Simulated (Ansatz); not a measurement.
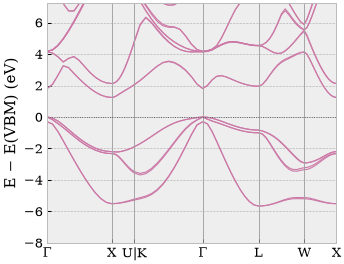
Figure: Band structure from plane-wave PAW PBEsol with spin–orbit coupling (Ansatz code)

Task: Read off the gap and where the band edges lie.

Result: About 1.2 eV (1.24 eV by a search for the band edges); maximum at Γ, minimum at X.

The material is AlAs (zinc blende, F-43m).

Symmetry was held in the PBEsol relaxation.

Potentials: the later of the program's two PAW sets.
